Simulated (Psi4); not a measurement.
# C2H7Al (SMILES [CH3][AlH][CH3]): HF/6-311++G(3df,3pd) (density fitting, sweep point 9)

What is the vertical ionisation energy of C2H7Al at HF/6-311++G(3df,3pd) (density fitting, sweep point 9)? 

The calculation is run with Psi4 1.11.

## (1) Starting point

C2H7Al: 10 atoms, total charge 0, spin state singlet. SMILES: `[CH3][AlH][CH3]`. The coordinates come from a PBE0-D4/def2-TZVP relaxation.

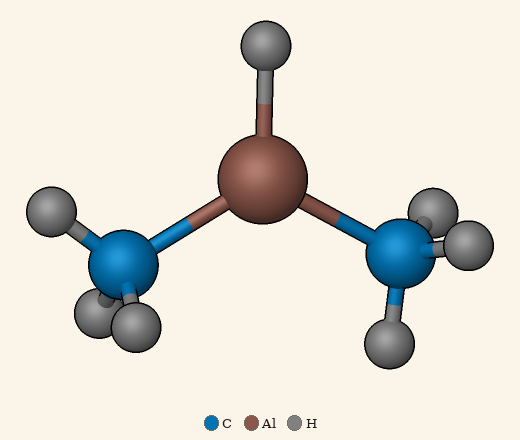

The structure, seen from a chosen angle (carbon blue, aluminium brown, hydrogen grey).

## (2) The energy at HF/6-311++G(3df,3pd) (density fitting, sweep point 9)

Input file job.inp:

```
memory 1600 MB

molecule {
  0 1
  C     -1.219100     0.923600    -0.783300
  Al     0.496800     0.021800    -0.536400
  C      0.903900    -0.949000     1.109700
  H     -2.054000     0.233200    -0.621200
  H     -1.337000     1.368500    -1.773800
  H     -1.340300     1.723700    -0.043600
  H      1.605700     0.078800    -1.681200
  H      0.069000    -0.980000     1.814000
  H      1.201900    -1.980900     0.894300
  H      1.756300    -0.490900     1.624500
  symmetry c1
}

set basis 6-311++G(3df,3pd)
set puream true
set scf_type df

e = energy('hf')
```

Command:

```bash
psi4 -n 1 job.inp job.out
```

job.out:

```text
[...]
  Running in c1 symmetry.
[...]
  Nuclear repulsion =   96.450436935966493
[...]
  Multiplicity = 1
[...]
  Nalpha       = 16
  Nbeta        = 16
[...]
    Number of basis functions: 251
[...]
   @DF-RHF iter   1:  -321.56414264706143   -8.68219e-01   2.41472e-03 ADIIS/DIIS
[...]
   @DF-RHF iter   7:  -321.76396791091020   -1.19184e-07   1.98517e-07 DIIS
[...]
    Orbital Energies [Eh]
    ---------------------
    Doubly Occupied:
       1A    -58.447377     2A    -11.186083     3A    -11.185588
       4A     -4.860486     5A     -3.177142     6A     -3.173942
       7A     -3.173650     8A     -0.920866     9A     -0.909433
      10A     -0.545539    11A     -0.537614    12A     -0.533073
      13A     -0.530869    14A     -0.526915    15A     -0.405003
      16A     -0.397299
[...]
  @DF-RHF Final Energy:  -321.76396791091020
   => Energetics <=
    Nuclear Repulsion Energy =             96.4504369359664935
    One-Electron Energy =                -635.4070803138235988
    Two-Electron Energy =                 217.1926754669468380
    Total Energy =                       -321.7639679109101962
[...]
 Multipole Moments:
 ------------------------------------------------------------------------------------
     Multipole            Electronic (a.u.)      Nuclear  (a.u.)        Total (a.u.)
 ------------------------------------------------------------------------------------
 L = 1.  Multiply by 2.5417464519 to convert [e a0] to [Debye]
 Dipole X            :          1.3101035           -1.4775832           -0.1674797
 Dipole Y            :          0.0793200           -0.0876992           -0.0083792
 Dipole Z            :         -1.5370658            1.7012199            0.1641541
 Magnitude           :                                                    0.2346619
[...]
```

Wall time 6.9 s (1 thread of Intel Xeon Platinum 8259CL at 2.50GHz (Skylake/Cascade Lake), shared host); peak memory 0.62 GiB.

## (3) The doublet cation

Input file calc.dat:

```
memory 1600 mb

molecule {
  1 2
  C     -1.219100     0.923600    -0.783300
  Al     0.496800     0.021800    -0.536400
  C      0.903900    -0.949000     1.109700
  H     -2.054000     0.233200    -0.621200
  H     -1.337000     1.368500    -1.773800
  H     -1.340300     1.723700    -0.043600
  H      1.605700     0.078800    -1.681200
  H      0.069000    -0.980000     1.814000
  H      1.201900    -1.980900     0.894300
  H      1.756300    -0.490900     1.624500
  units angstrom
  symmetry c1
}

set globals {
  basis     6-311++G(3df,3pd)
  reference uhf
  puream    true
  scf_type  df
  maxiter   100
}

e_tot = energy('hf')
```

Command:

```bash
psi4 -i calc.dat -o calc.out -n 1
```

calc.out:

```text
[...]
  Running in c1 symmetry.
[...]
  Nuclear repulsion =   96.450436935966493
[...]
  Multiplicity = 2
[...]
  Nalpha       = 16
  Nbeta        = 15
[...]
    Number of basis functions: 251
[...]
   @DF-UHF iter   1:  -321.19084133740580   -4.94918e-01   2.29375e-03 DIIS/ADIIS
[...]
   @DF-UHF iter  13:  -321.40252849896490   -1.24504e-07   6.33148e-07 DIIS
[...]
   @S^2 Observed:                7.891000140E-01
[...]
    Orbital Energies [Eh]
    ---------------------
    Alpha Occupied:
       1A    -58.718174     2A    -11.400424     3A    -11.399719
       4A     -5.129824     5A     -3.448691     6A     -3.444240
       7A     -3.440437     8A     -1.130896     9A     -1.116824
      10A     -0.904676    11A     -0.743160    12A     -0.735393
      13A     -0.732216    14A     -0.727855    15A     -0.692454
      16A     -0.623273
    Alpha Virtual:
      17A     -0.142474    18A     -0.100570    19A     -0.080267
      20A     -0.076838    21A     -0.049217    22A     -0.048538
      23A     -0.036086    24A     -0.030123    25A     -0.028835
[...]
  @DF-UHF Final Energy:  -321.40252849896490
   => Energetics <=
    Nuclear Repulsion Energy =             96.4504369359664935
    One-Electron Energy =                -627.9590074791005918
    Two-Electron Energy =                 210.1060420441691576
    Total Energy =                       -321.4025284989648981
  UHF NO Occupations:
  HONO-2 :   14  A 1.9949395
  HONO-1 :   15  A 1.9858034
[...]
 Multipole Moments:
 ------------------------------------------------------------------------------------
     Multipole            Electronic (a.u.)      Nuclear  (a.u.)        Total (a.u.)
 ------------------------------------------------------------------------------------
 L = 1.  Multiply by 2.5417464519 to convert [e a0] to [Debye]
 Dipole X            :          2.3266862           -1.4775832            0.8491030
 Dipole Y            :          0.1253382           -0.0876992            0.0376390
 Dipole Z            :         -2.5725439            1.7012199           -0.8713240
 Magnitude           :                                                    1.2172091
[...]
```

Run time: 9.9 s. Hardware: 1 thread of Intel Xeon Platinum 8259CL at 2.50GHz (Skylake/Cascade Lake), shared host; peak memory 0.62 GiB.

## (4) Results

At HF/6-311++G(3df,3pd) (density fitting, sweep point 9):

```
                                          quantity          value
                      singlet C2H7Al: total energy  -321.76397 Eh
                     singlet C2H7Al: dipole moment         0.60 D
                       singlet C2H7Al: HOMO energy      -10.81 eV
                       singlet C2H7Al: LUMO energy        1.00 eV
                     singlet C2H7Al: HOMO–LUMO gap       11.81 eV
                      doublet cation: total energy  -321.40253 Eh
doublet cation: HOMO energy (highest over α and β)      -15.38 eV
 doublet cation: LUMO energy (lowest over α and β)       -8.72 eV
                              doublet cation: ⟨S²⟩          0.789
vertical ionisation energy (to the doublet cation)       9.835 eV
```

What this shows: Removing an electron at fixed nuclei costs 9.84 eV (949 kJ/mol). The negative HOMO energy of the first species, 10.81 eV, lies 0.98 eV above that difference.
